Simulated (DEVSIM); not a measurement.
System: Schottky contact on p-type Si, at 250 K.

```csv
layer (left to right),material,thickness (μm),Na (cm⁻³),τn (s),τp (s)
1,Si,4.70,6.1e16,3.6e-5,3.6e-5
2,Si,15.0,7e17,3.6e-5,3.6e-5
```

Left contact: Schottky, work function 4.364 eV, emission velocity 2.1e6 cm/s. Right contact: ohmic. Voltage is applied to the left contact. Recombination: SRH at mid-gap, Auger. Mobility is μmin + (μ − μmin)/(1 + (N/Nref)^α).

This is a model device: material constants are rounded textbook-type values typed into the input, and sizes, dopings and lifetimes were drawn at random. Values at 300 K; Nc and Nv go as T^1.5, mobilities as T to minus their exponent, the gap by Varshni's rule with the affinity fixed.

| parameter | Si |
|---|---|
| gap (eV) | 1.124 |
| affinity (eV) | 4.05 |
| permittivity | 11.7 |
| Nc (cm⁻³) | 2.86e19 |
| Nv (cm⁻³) | 3.1e19 |
| μn (cm²/Vs) | 1417 |
| μp (cm²/Vs) | 470 |
| μn,min | 52 |
| μp,min | 45 |
| Nref,n | 9.7e16 |
| Nref,p | 2.2e17 |
| αn | 0.68 |
| αp | 0.72 |
| T exponent of μn | 2.3 |
| T exponent of μp | 2.2 |
| Cn (cm⁶/s) | 2.8e-31 |
| Cp (cm⁶/s) | 9.9e-32 |
| Varshni α (eV/K) | 0.000473 |
| Varshni β (K) | 636 |

Simulated with DEVSIM: 1D drift-diffusion, Boltzmann statistics, complete ionisation; no tunnelling, impact ionisation, image-force lowering or self-heating. Metal contacts follow the ideal Schottky-Mott rule: no Fermi-level pinning, no interface dipoles.

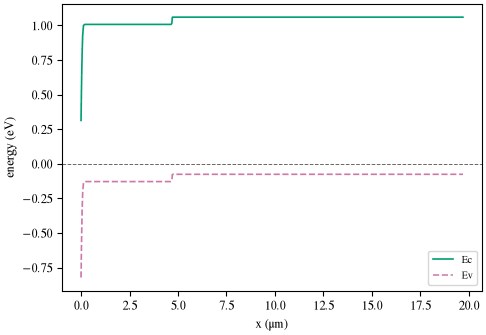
Figure: Band edges at zero bias

Energies count from the Fermi level of the right contact; mesh points crowd at the junctions.

```tsv
x (μm)	Ec (eV)	Ev (eV)	n (cm⁻³)	p (cm⁻³)	field (V/cm)
0.000	0.314	-0.822	1.0e13	630	110000
0.03474	0.648	-0.488	1900000	3.5e9	80000
0.1251	0.999	-0.137	< 1e2	4.0e16	5700
0.3391	1.008	-0.128	< 1e2	6.1e16	≈ 0
1.148	1.008	-0.128	< 1e2	6.1e16	≈ 0
2.784	1.008	-0.128	< 1e2	6.1e16	≈ 0
3.927	1.008	-0.128	< 1e2	6.1e16	≈ 0
4.487	1.008	-0.128	< 1e2	6.1e16	≈ 0
4.627	1.008	-0.128	< 1e2	6.2e16	150
4.684	1.018	-0.118	< 1e2	9.9e16	7600
4.711	1.059	-0.077	< 1e2	6.5e17	3600
4.794	1.060	-0.076	< 1e2	7.0e17	≈ 0
4.964	1.060	-0.076	< 1e2	7.0e17	≈ 0
5.410	1.060	-0.076	< 1e2	7.0e17	≈ 0
7.066	1.060	-0.076	< 1e2	7.0e17	≈ 0
10.77	1.060	-0.076	< 1e2	7.0e17	≈ 0
15.80	1.060	-0.076	< 1e2	7.0e17	≈ 0
18.12	1.060	-0.076	< 1e2	7.0e17	≈ 0
19.25	1.060	-0.076	< 1e2	7.0e17	≈ 0
19.53	1.060	-0.076	< 1e2	7.0e17	≈ 0
19.64	1.060	-0.076	< 1e2	7.0e17	≈ 0
19.70	1.060	-0.076	< 1e2	7.0e17	≈ 0
```
